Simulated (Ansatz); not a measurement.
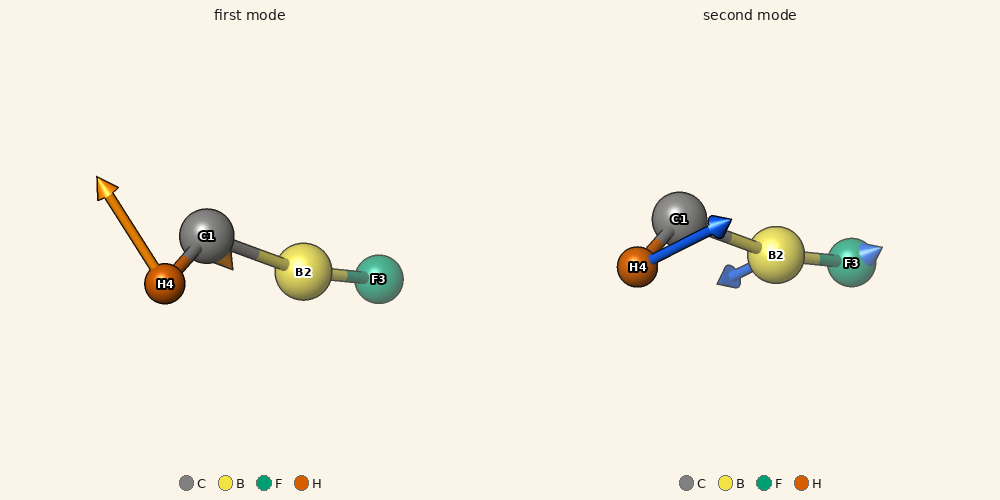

The system is CHBF, SMILES [CH+]=BF, charge +1; the picture shows the reference structure; its two panels give the patterns of the first and the second mode as arrows. First axis: normal mode 1 (371 cm⁻¹). Second axis: normal mode 2 (372 cm⁻¹). Nothing is relaxed (straight displacements along the two mass-weighted modes). The grid has 15 × 15 points. All energies are given in kJ/mol relative to the lowest grid point. The calculation used Ansatz 0.2.0, RHF/def2-TZVP.

Its coordinates:

```xyz
4

C    -0.0180    0.8404    0.1290
B    -0.1211   -0.6278    0.0800
F    -0.3488   -1.8137    0.2298
H     0.4879    1.6011   -0.4388
```

Range: normal mode 1 (371 cm⁻¹) from −0.526 to 0.526 amu½·Å; normal mode 2 (372 cm⁻¹) from −0.912 to 0.912 amu½·Å.

> What landscape does the calculation give?

The lowest grid point is at normal mode 1 (371 cm⁻¹) = 0.000 amu½·Å, normal mode 2 (372 cm⁻¹) = 0.000 amu½·Å. No other kind of well shows on this grid. The highest grid point, normal mode 1 (371 cm⁻¹) = 0.526 amu½·Å, normal mode 2 (372 cm⁻¹) = 0.912 amu½·Å, lies 73.6 kJ/mol above the lowest.

| normal mode 2 (372 cm⁻¹) ↓, normal mode 1 (371 cm⁻¹) → | −0.526 | −0.451 | −0.376 | −0.300 | −0.225 | −0.150 | −0.075 | 0.000 | 0.075 | 0.150 | 0.225 | 0.300 | 0.376 | 0.451 | 0.526 |
| --- | --- | --- | --- | --- | --- | --- | --- | --- | --- | --- | --- | --- | --- | --- | --- |
| 0.912 | 72.6 | 60.7 | 51.3 | 44.3 | 39.3 | 36.1 | 34.4 | 34.0 | 34.7 | 36.6 | 39.8 | 44.8 | 51.8 | 61.3 | 73.6 |
| 0.782 | 59.7 | 48.0 | 38.9 | 32.1 | 27.5 | 24.6 | 23.1 | 22.7 | 23.2 | 24.8 | 27.7 | 32.1 | 38.7 | 47.8 | 59.7 |
| 0.651 | 49.6 | 38.0 | 29.2 | 22.8 | 18.5 | 16.0 | 14.6 | 14.3 | 14.7 | 16.0 | 18.5 | 22.4 | 28.5 | 37.1 | 48.6 |
| 0.521 | 41.8 | 30.5 | 22.0 | 16.0 | 12.0 | 9.7 | 8.6 | 8.3 | 8.6 | 9.7 | 11.7 | 15.2 | 20.8 | 28.9 | 40.1 |
| 0.391 | 36.2 | 25.1 | 16.8 | 11.1 | 7.5 | 5.5 | 4.5 | 4.3 | 4.5 | 5.4 | 7.1 | 10.2 | 15.3 | 23.0 | 33.8 |
| 0.261 | 32.4 | 21.5 | 13.5 | 8.0 | 4.6 | 2.8 | 2.0 | 1.8 | 2.0 | 2.6 | 4.1 | 6.8 | 11.6 | 18.9 | 29.5 |
| 0.130 | 30.3 | 19.5 | 11.5 | 6.2 | 3.0 | 1.3 | 0.6 | 0.4 | 0.6 | 1.1 | 2.4 | 4.9 | 9.5 | 16.6 | 27.0 |
| 0.000 | 29.6 | 18.8 | 10.9 | 5.7 | 2.5 | 0.8 | 0.2 | 0.0 | 0.1 | 0.6 | 1.9 | 4.3 | 8.8 | 15.8 | 26.1 |
| −0.130 | 30.4 | 19.6 | 11.6 | 6.3 | 3.0 | 1.3 | 0.6 | 0.4 | 0.6 | 1.1 | 2.4 | 4.9 | 9.4 | 16.5 | 26.8 |
| −0.261 | 32.7 | 21.7 | 13.6 | 8.1 | 4.6 | 2.8 | 2.0 | 1.8 | 2.0 | 2.6 | 4.0 | 6.8 | 11.5 | 18.8 | 29.2 |
| −0.391 | 36.6 | 25.4 | 17.1 | 11.3 | 7.6 | 5.5 | 4.5 | 4.3 | 4.5 | 5.3 | 7.0 | 10.1 | 15.1 | 22.7 | 33.4 |
| −0.521 | 42.4 | 31.0 | 22.3 | 16.1 | 12.1 | 9.8 | 8.6 | 8.3 | 8.6 | 9.7 | 11.7 | 15.1 | 20.5 | 28.5 | 39.5 |
| −0.651 | 50.3 | 38.6 | 29.6 | 23.1 | 18.7 | 16.0 | 14.7 | 14.3 | 14.7 | 16.0 | 18.3 | 22.2 | 28.1 | 36.5 | 47.9 |
| −0.782 | 60.6 | 48.6 | 39.3 | 32.4 | 27.7 | 24.7 | 23.1 | 22.7 | 23.2 | 24.7 | 27.5 | 31.9 | 38.3 | 47.1 | 58.9 |
| −0.912 | 73.6 | 61.5 | 51.9 | 44.6 | 39.5 | 36.3 | 34.5 | 34.0 | 34.6 | 36.4 | 39.6 | 44.4 | 51.3 | 60.6 | 72.6 |

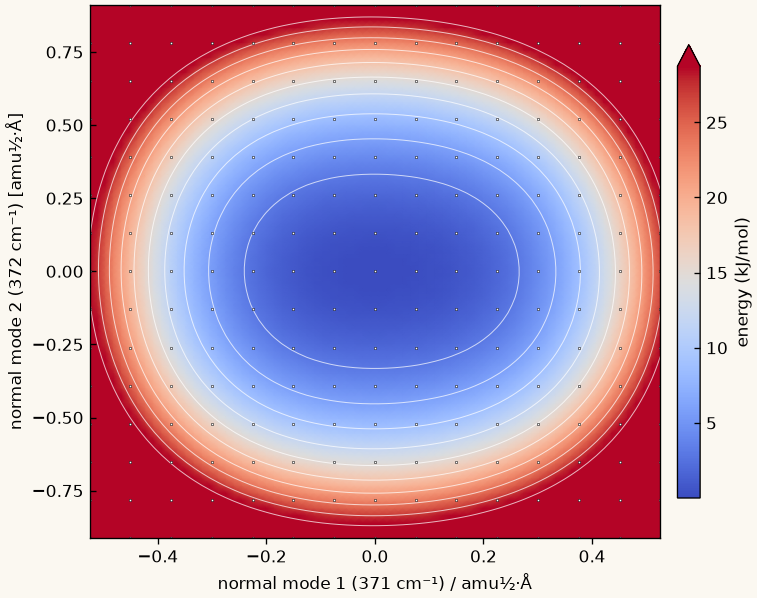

In the figure: a smooth colour map with a few white contour lines, dots at the grid points, one colour for all values above the top of the scale. Between grid points the surface is interpolated.

Each point was launched as `ansatz run input.yaml --threads 1 --pin off --max-ram 2560MiB --backend cpu --events-out ev --progress --plain --runs-dir out`. Time for the 225 points that were run: 4.7 min on 1 thread of Arm Neoverse V2, on a shared host.
